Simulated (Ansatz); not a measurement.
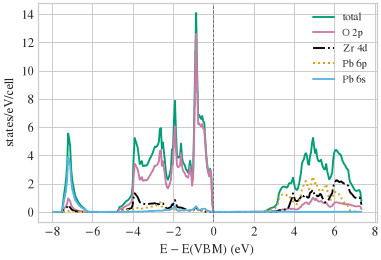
Figure. Total and projected density of states of ZrPbO3 (cubic perovskite, space group No. 221), LDA in the plane-wave PAW code Ansatz

Problem. Which orbitals carry the states next to the gap?

Solution. Top 1 eV of the valence band: O 2p 91 %. Bottom 1 eV of the conduction band: Pb 6p 71 %, O 2s 10 %, O 2p 9 %, Zr 4d 7 %. Projections are on Löwdin-orthogonalised atomic valence shells; empty p or d shells of many metals are not among them.

Problem. Where is the tallest occupied peak in this window, and what makes it?

Solution. Near -0.9 eV, about 14 states/eV per cell; the largest projected share is O 2p.

Space group Pm-3m (cubic perovskite). The workflow started from a Materials Project entry (that database holds measured and hypothetical structures alike); the Crystallography Open Database copy checked does not list it. COD files the formula under space group No. 38, 55, so this cell is another polymorph or a model. Whether it is the stable phase at ambient conditions was not checked. Symmetry was held in the LDA relaxation. At this level the phase is dynamically unstable (imaginary phonons). No spin polarisation was allowed. Spin–orbit coupling is left out wherever it is not named.

Potentials: the later of the program's two PAW sets.
